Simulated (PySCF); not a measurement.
**TaNCl2: frequency calculation**

System: TaNCl2.
Method: RKS-based PBE0, Ta def2-TZVP with ECP60, N def2-TZVP, Cl def2-TZVP; non-relativistic Hamiltonian with a scalar-relativistic core potential; density fitting (PySCF 2.14.0).

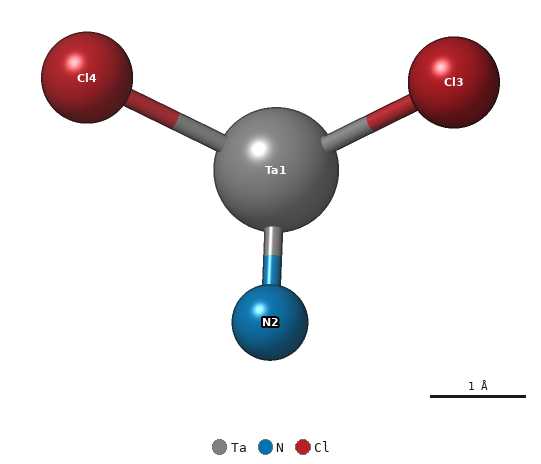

**Figure 1.** The structure (ball-and-stick view, seen at a tilt; atoms are numbered from 1 in the order of the input). Sticks mark near contacts. Bond lengths as drawn: Cl–Ta 2.30 Å and N–Ta 1.68 Å.

The input
```python
from pyscf import gto, scf, dft
mol = gto.M(atom='''
Ta    -0.032070    -0.287282     0.000000
N     -1.679358    -0.616323    -0.000000
Cl     0.411918     0.877648     1.938459
Cl     0.411919     0.877646    -1.938459''',
    basis={'Ta': 'def2-TZVP', 'N': 'def2-TZVP', 'Cl': 'def2-TZVP'},
    ecp={'Ta': 'def2-TZVP'},
    charge=0, spin=0)
mf = dft.RKS(mol, xc='PBE0')
mf.grids.atom_grid = (75, 302)
aux = {'Ta': 'def2-universal-JKFIT', 'N': 'def2-universal-JKFIT', 'Cl': 'def2-universal-JKFIT'}
mf = mf.density_fit(auxbasis=aux)
mf.conv_tol = 1e-09
mf.diis_space = 10
mf.max_cycle = 60
mf.verbose = 4
mf.kernel()
```

The script is an equivalent of the set-up of the self-consistent field. The run itself was carried out by a driver, which started from the orbitals of the step before it where there was one and computed the further properties.

Launch command:
```bash
OMP_NUM_THREADS=4 python axn.py task.json out
```

The program's output
```
init E= -1031.92363420615
  HOMO = -0.28771549552  LUMO = -0.145444590832  gap/eV = 3.87139
cycle= 1 E= -1031.92363420603  delta_E= 1.21e-10  |g|= 2.5e-05  |ddm|= 1.86e-05
  HOMO = -0.28772247221149  LUMO = -0.145444106985426  gap/eV = 3.87159
cycle= 2 E= -1031.92363420453  delta_E= 1.5e-09  |g|= 8.68e-05  |ddm|= 5.44e-05
  HOMO = -0.287717969889927  LUMO = -0.14544544906933  gap/eV = 3.87143
cycle= 3 E= -1031.92363420616  delta_E= -1.63e-09  |g|= 7.62e-06  |ddm|= 4.25e-05
  HOMO = -0.287717411962694  LUMO = -0.145444805306836  gap/eV = 3.87143
cycle= 4 E= -1031.92363420617  delta_E= -1.55e-11  |g|= 3.93e-07  |ddm|= 5.88e-06
  HOMO = -0.287717431509967  LUMO = -0.145444844482633  gap/eV = 3.87143
Extra cycle  E= -1031.92363420617  delta_E= -9.09e-13  |g|= 4.44e-07  |ddm|= 6.63e-07
converged SCF energy = -1031.92363420617
```

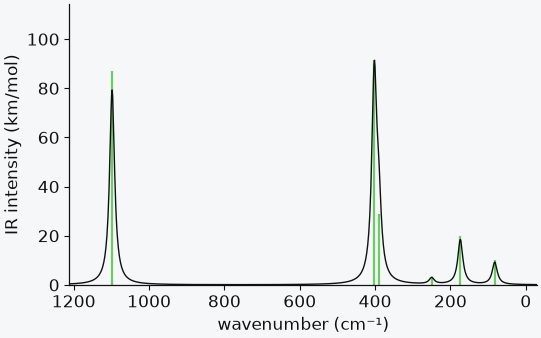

**Figure 2.** Harmonic infrared spectrum, unscaled: sticks (degenerate modes added up, dark ones marked on the axis) with a Lorentzian envelope of 16 cm⁻¹ full width, scaled to the tallest stick. 6 modes from 82 to 1098 cm⁻¹, none imaginary. The strongest line is at 402 cm⁻¹ (91 km/mol). All modes, in cm⁻¹ (km/mol): 82 (10.0), 174 (20), 250 (2.8), 390 (29), 402 (91), 1098 (87).

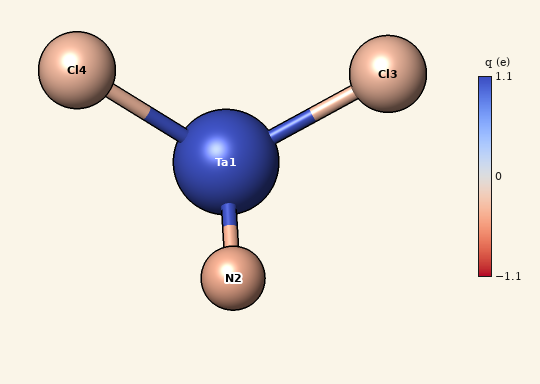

**Figure 3.** Mulliken charges, as the colour of each atom (ball-and-stick view, seen on its broad side; atoms are numbered from 1 in the order of the input). By element: Ta +1.06, N −0.41 and Cl −0.33 e.

Key numbers

- outcome: converged
- total energy: −1031.923634 hartree
- HOMO: −7.83 eV
- LUMO: −3.96 eV
- zero-point energy: 0.005459 hartree
- dipole moment: 4.96 D
- wavenumbers, lowest and highest: 82 and 1098 cm⁻¹
- hardware: 4 threads of Intel Xeon (Granite Rapids), 16 GiB of memory available, shared host
- wall time: 66 s (CPU time 3.7 min)
- peak memory: 1.5 GiB
